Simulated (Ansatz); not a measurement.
# C2H8OSi: what the fields show

```xyz
12

C     0.0909    1.5995   -1.0107
O     0.7153    0.3403   -1.0463
Si    0.8131   -0.6473    0.2669
C    -0.8542   -1.2770    0.8134
H     0.3065    2.1180   -1.9468
H     0.4644    2.2144   -0.1822
H    -0.9972    1.5081   -0.9115
H     1.4431    0.0964    1.3985
H     1.6917   -1.7679   -0.1488
H    -1.5088   -0.4600    1.1272
H    -0.7373   -1.9538    1.6647
H    -1.3505   -1.8257    0.0095
```

Geometry: PBE0-D4/def2-TZVP.

These are results of Ansatz, RKS PBE0-D4/def2-TZVPP, not measurements.

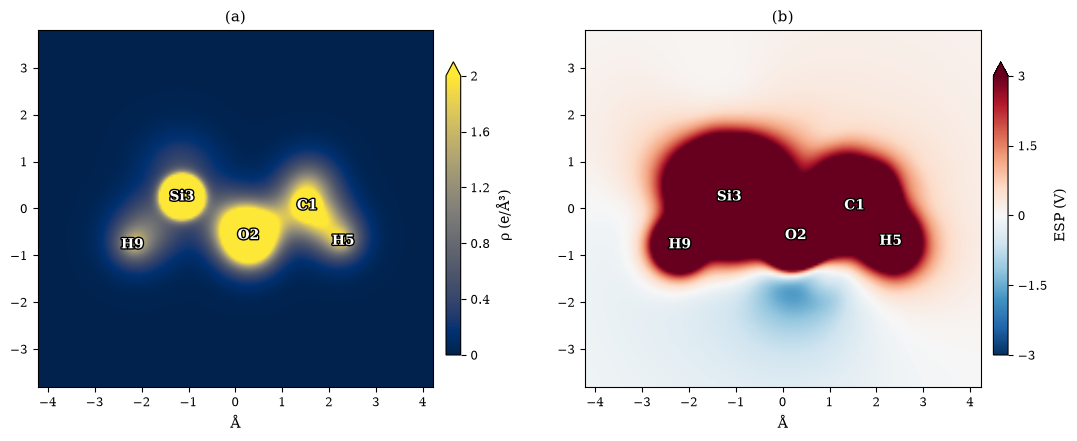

Figure 1. (a) electron density; (b) electrostatic potential on the plane of atoms C1, O2 and Si3.

Question: Interpret the plot.

Answer: The section cuts through C, O, Si and H sites. C–O (1.41 Å): ρ at the midpoint is about 2 e/Å³, with its minimum of 1.7 e/Å³ about 0.5 Å from C. Si–O (1.65 Å): ρ is about 1.2 e/Å³ halfway. C–H (1.09 Å): ρ is about 2.1 e/Å³ halfway. Si–H (1.48 Å): the density is about 0.82 e/Å³ at the midpoint. Outside the dense part of the molecule the potential is most negative (−1.7 V) near O2.

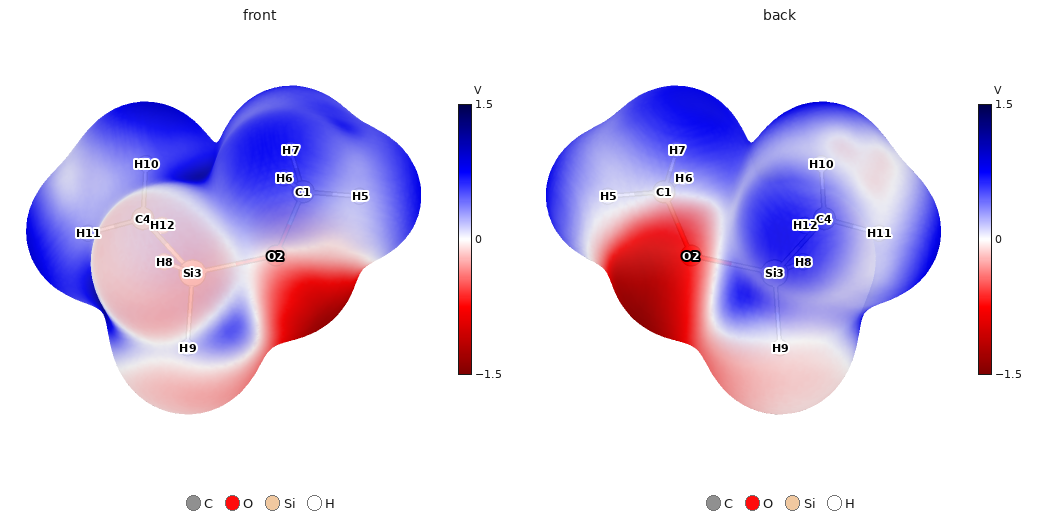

Figure 2. The molecular electrostatic potential painted on the density surface at 0.002 e/bohr³, seen from the front and from behind; red is negative and blue positive.

Question: Which sites attract a positive test charge, and which a negative one?

Answer: A positive charge is drawn to the negative regions and a negative charge to the positive ones. The most negative region (about −1.3 V, or −30 kcal/mol for a unit charge) lies over O2, the most positive (about +1.1 V, or +25 kcal/mol for a unit charge) over Si3. O2 is the likeliest acceptor of a hydrogen bond.

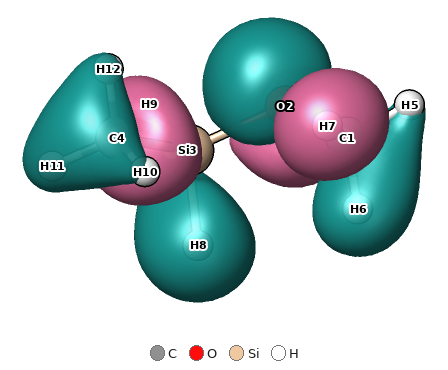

Figure 3. The HOMO at ±0.08 Å⁻³ᐟ² (teal and pink are the two phases), seen from one side.

Question: Where does this orbital lie, and at what energy?

Answer: By Hirshfeld shares it lies mainly on O2 (about 45 %), C4 (about 15 %), Si3 (about 10 %), C1 (about 10 %) and H8 (about 5 %). Its energy is −7.95 eV.
